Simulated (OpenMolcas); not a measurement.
**Multiconfigurational calculation for Cd⁺**

System: Cd⁺.
Method: state-averaged SS-CASPT2, IPEA shift 0.25, imaginary shift 0.1 hartree, closed shells 4d correlated, active space 1 electron in the shells 5s 5p, basis ANO-R1, X2C scalar Hamiltonian, spin-orbit coupling by RASSI with atomic mean-field integrals (OpenMolcas).

### The program's output (extracts)
```
--- CASPT2 ---
Orbital specifications:
      -----------------------

      Symmetry species                           1   2
                                                ag  au
      Frozen orbitals                            9   9
      Inactive orbitals                          5   0
      Active orbitals                            1   3
      Secondary orbitals                         6   7
      Deleted orbitals                           0   0
      Number of basis functions                 21  19
Type of calculation                        SS-CASPT2
      Fock operator                              state-specific
      IPEA shift                                 0.25
      Real shift                                 0.00
      Imaginary shift                            0.10
      The input orbitals will be transformed to quasi-canonical
Reference energy:       -5591.1164426758
      E2 (Non-variational):      -0.3157480579
      Shift correction:          -0.0001492356
      E2 (Variational):          -0.3158972935
      Total energy:           -5591.4323399693
      Residual norm:              0.0000000356
      Reference weight:           0.93820
      Contributions to the CASPT2 correlation energy
      Active & Virtual Only:         -0.0000000000
      One Inactive Excited:          -0.0282477778
      Two Inactive Excited:          -0.2875002801
::    CASPT2 Root  1     Total energy:  -5591.43233997
--- CASPT2 ---
Orbital specifications:
      -----------------------

      Symmetry species                           1   2
                                                ag  au
      Frozen orbitals                            9   9
      Inactive orbitals                          5   0
      Active orbitals                            1   3
      Secondary orbitals                         6   7
      Deleted orbitals                           0   0
      Number of basis functions                 21  19
Type of calculation                        MS-CASPT2
      Fock operator                              state-specific
      IPEA shift                                 0.25
      Real shift                                 0.00
      Imaginary shift                            0.10
      The input orbitals will be transformed to quasi-canonical
Reference energy:       -5590.8568305485
      E2 (Non-variational):      -0.3135976382
      Shift correction:          -0.0001522569
      E2 (Variational):          -0.3137498951
      Total energy:           -5591.1705804436
      Residual norm:              0.0000001033
      Reference weight:           0.93891
      Contributions to the CASPT2 correlation energy
      Active & Virtual Only:         -0.0000000000
      One Inactive Excited:          -0.0264763686
      Two Inactive Excited:          -0.2871212695
Reference energy:       -5590.8568305485
      E2 (Non-variational):      -0.3135976382
      Shift correction:          -0.0001522569
      E2 (Variational):          -0.3137498951
      Total energy:           -5591.1705804436
      Residual norm:              0.0000001033
      Reference weight:           0.93891
      Contributions to the CASPT2 correlation energy
      Active & Virtual Only:          0.0000000000
      One Inactive Excited:          -0.0264763686
      Two Inactive Excited:          -0.2871212695
::    CASPT2 Root  1     Total energy:  -5591.17058044
::    CASPT2 Root  2     Total energy:  -5591.17058044
::    CASPT2 Root  3     Total energy:  -5591.17058044
::    MS-CASPT2 Root  1     Total energy:  -5591.17058044
::    MS-CASPT2 Root  2     Total energy:  -5591.17058044
::    MS-CASPT2 Root  3     Total energy:  -5591.17058044
```

### Spin-orbit levels, grouped by J and assigned

| Configuration | Level | E (cm⁻¹) | LS purity (%) | Landé g |
| --- | --- | --- | --- | --- |
| 5s | ²S₁/₂ | 0 | 100 | 2.002 |
| 5p | ²P°₁/₂ | 55,020 | 100 | 0.666 |
| 5p | ²P°₃/₂ | 58,660 | 100 | 1.334 |

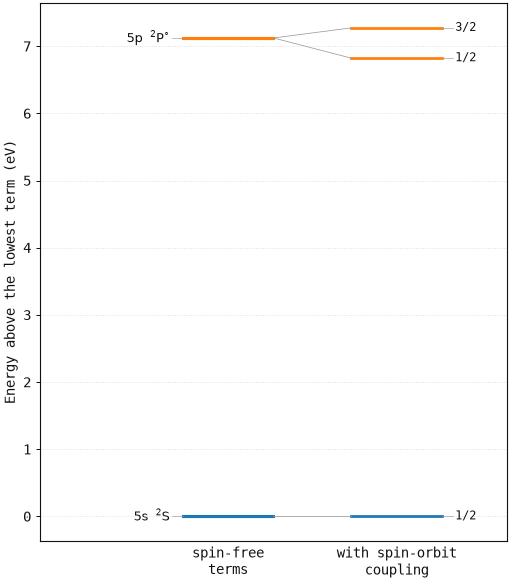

Terms of Cd II (Cd⁺) without and with spin-orbit coupling; numbers at the right are J. 5s ²S (at 0) gives the one level J = 1/2; 5p ²P° (at 7.12 eV) splits over 0.451 eV into J = 1/2, 3/2 from the bottom up (normal). The ground level lies 0 below the lowest term.

### The input
```
&GATEWAY
Coord
1

Cd 0.0 0.0 0.0
Basis=ANO-R1
Group=XYZ
NoMove
AngMom=0.0 0.0 0.0
AMFI
&SEWARD
&RASSCF
FileOrb=start.orb
Symmetry=1
Spin=2
nActEl=1 0 0
Inactive=14 9
Ras2=1 3
CIRoot=1 1 1
SDav=1
CIMx=300
Iter=120 100
PrWF=0.3
OrbListing=Nothing
MaxOrb=0
Atom
>>> COPY $Project.JobIph JOB001
&RASSCF
FileOrb=start.orb
Symmetry=2
Spin=2
nActEl=1 0 0
Inactive=14 9
Ras2=1 3
CIRoot=3 3 1
SDav=3
CIMx=300
Iter=120 100
PrWF=0.3
OrbListing=Nothing
MaxOrb=0
Atom
>>> COPY $Project.JobIph JOB002
&RASSI
NrOfJobIphs=2 1 3
1
1 2 3
IphNames
JOB001
JOB002
EJob
SpinOrbit
DIPRint=1.0
SOCoupling=1000.0
Subsets=2
MEES
Property=10
'ANGMOM' 1 'ANGMOM' 2 'ANGMOM' 3 'MLTPL  1' 1 'MLTPL  1' 2 'MLTPL  1' 3
'AMFI' 1 'AMFI' 2 'AMFI' 3 'MLTPL  2' 6
SOProperty=3
'ANGMOM' 1 'ANGMOM' 2 'ANGMOM' 3
>>> COPY JOB001 $Project.JobIph
&CASPT2
Multistate=1 1
Frozen=9 9
IPEA=0.25
Imaginary=0.1
MaxIter=60
WThr=0.0 0.3 0.05
PrWF=0.5
NoMix
>>> COPY JOB002 $Project.JobIph
&CASPT2
Multistate=3 1 2 3
Frozen=9 9
IPEA=0.25
Imaginary=0.1
MaxIter=60
WThr=0.0 0.3 0.05
PrWF=0.5
NoMix
```

The file start.orb holds starting orbitals from an earlier step. A driver script formed the levels outside the program, from RASSI's spin-orbit matrix and the CASPT2 energies (for multi-state variants, the effective Hamiltonian), averaged over the components of each term or state. The log and the time are those of the CASPT2 step.

### Results in brief

- outcome: converged
- lowest level: 5s ²S₁/₂
- first excited level: 5p ²P°₁/₂, 55,024 cm⁻¹ (measured: 44,136)
- energy of the lowest spin-free term: −5591.43234 hartree
- energy of the lowest spin-orbit level: −5591.43234 hartree
- CASPT2 correlation energy: −0.3159 hartree
- largest spread among components of a term: 0.0 cm⁻¹
- lowest reference weight: 0.938
- hardware: 1 CPU thread, shared host
- wall time: 0.83 s

### Notes

Against measured levels the run misses widely: 5p1 2P* J = 3/2 comes out at 58,663 cm⁻¹ where 46,619 cm⁻¹ is measured. The run is of multi-state type; this report uses its single-state energies.
